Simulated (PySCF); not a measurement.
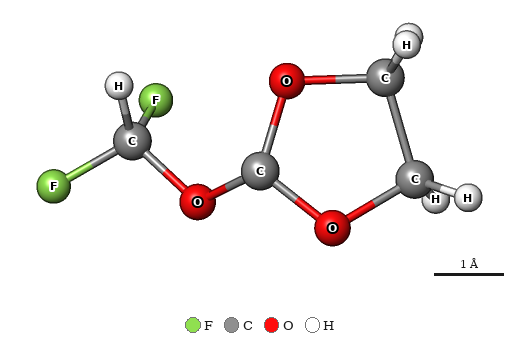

Figure 1. The input geometry (ball-and-stick view, seen at a tilt).

# EPR calculation, with input and output: C₄H₅F₂O₃

C₄H₅F₂O₃, multiplicity 2, computed with UKS B3LYP, pcH-1 on C F H O, non-relativistic, mean-field spin-orbit, GIAO (PySCF 2.14.0).

It belongs to a series of runs on one base structure; here: H removed from sp3 C.

## Output
```
UKS, coarse grid
  cycle   1  E = -580.51718006  |g| = 8.33e-01
  cycle   2  E = -580.22628096  |g| = 1.28e+00
  cycle   3  E = -580.73794860  |g| = 6.00e-02
  cycle   4  E = -580.73870363  |g| = 4.28e-02
  cycle   5  E = -580.73928385  |g| = 1.30e-02
  cycle   6  E = -580.73934286  |g| = 3.34e-03
  cycle   7  E = -580.73934866  |g| = 1.39e-03
  cycle   8  E = -580.73934877  |g| = 5.88e-04
UKS, final grid
  cycle   1  E = -580.73929239  |g| = 8.60e-04
  cycle   2  E = -580.73929192  |g| = 1.48e-03
  cycle   3  E = -580.73929263  |g| = 9.66e-05
  cycle   4  E = -580.73929264  |g| = 2.50e-05
E = -580.73929264 Eh   <S^2> = 0.7524 (exact 0.7500)
g shifts (ppm)      1          2          3
  rmc          -251       -251       -251
  gc             28         26        -14
  oz_so        -280       1339       1390
  total        -502       1114       1125
hyperfine (MHz)  atom isotope    a_iso     a_fc   dipolar eigenvalues
    0   19F      42.21      42.21    -15.39    -13.49     28.88
    1   13C      -4.18      -4.18     -2.24      0.46      1.78
    2   19F      -3.97      -3.97     -5.09     -2.53      7.62
    3   17O     -63.31     -63.31    -47.08     22.76     24.31
    4   13C     530.63     530.63    -67.55    -64.76    132.31
    5   17O     -97.19     -97.19    -27.28     13.54     13.75
    6   13C      22.07      22.07     -4.22     -3.00      7.22
    7   13C      21.57      21.57     -2.83     -2.48      5.31
    8   17O     -88.25     -88.25    -32.81     15.99     16.82
    9    1H      -0.83      -0.83     -5.01     -3.75      8.76
   10    1H      -3.17      -3.17     -3.17     -2.39      5.56
   11    1H       7.50       7.50     -3.36     -1.18      4.54
   12    1H      -0.06      -0.06     -3.00     -2.75      5.75
   13    1H       5.23       5.23     -3.06     -1.41      4.48
```

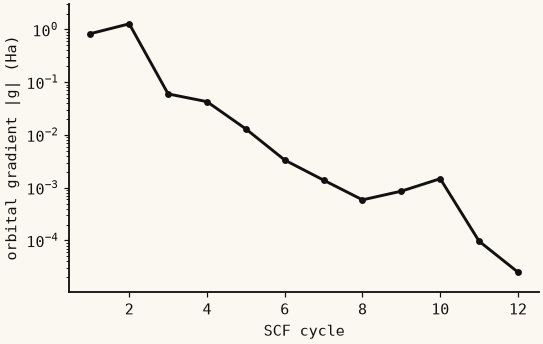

Figure 2. Convergence of the self-consistent field: orbital gradient |g| against the SCF cycle. All cycles printed in the log are drawn one after another.

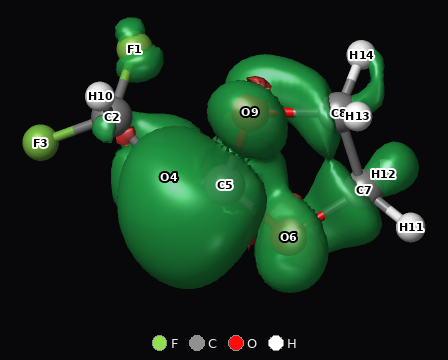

Figure 3. Isosurfaces of the spin density at +0.006 (green) and −0.006 e/Å³ (red), seen at a tilt. The unpaired spin (1 electron) lies mostly on C5 (about 0.6), O4 (about 0.1), O9 (about 0.1) and O6 (about 0.1), in electrons by Hirshfeld's partition.

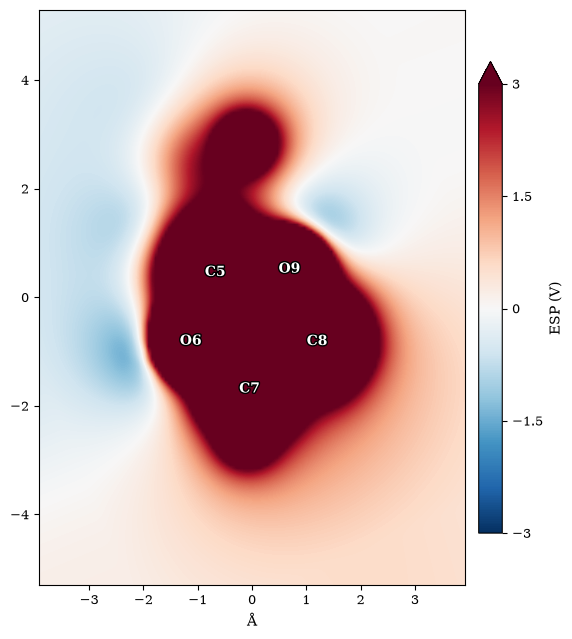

Figure 4. Electrostatic potential on the plane of atoms C5, O9 and C8. The section cuts through C and O sites.

The run was set up as follows.

## Input
```
{"job": {"kind": "epr", "basis": "pcH-1"}, "charge": 0, "multiplicity": 2}
F      2.277303    -0.883104    -1.395895
C      2.397776    -0.183617    -0.240992
F      3.617820     0.371615    -0.278325
O      1.468137     0.793713    -0.175540
C      0.330834     0.515470     0.601602
O     -0.658942     1.420018     0.462235
C     -1.799041     0.751953    -0.081249
C     -1.526627    -0.728063     0.229627
O     -0.131765    -0.769441     0.525546
H      2.354664    -0.907969     0.591594
H     -2.690278     1.144505     0.406920
H     -1.845221     0.942579    -1.158836
H     -2.076779    -1.079507     1.108297
H     -1.718560    -1.388625    -0.617149
```

The first line tells a small driver script what to run in PySCF; the rest is the geometry in Å.

Command:
```bash
OMP_NUM_THREADS=1 python <driver script> task.json out
```

## Key numbers

- outcome: converged
- total energy: −580.739293 hartree
- ⟨S²⟩: 0.752
- isotropic g: 2.0029
- hardware: 1 CPU thread, shared host
- wall time: 79 s
- peak memory: 1 GiB
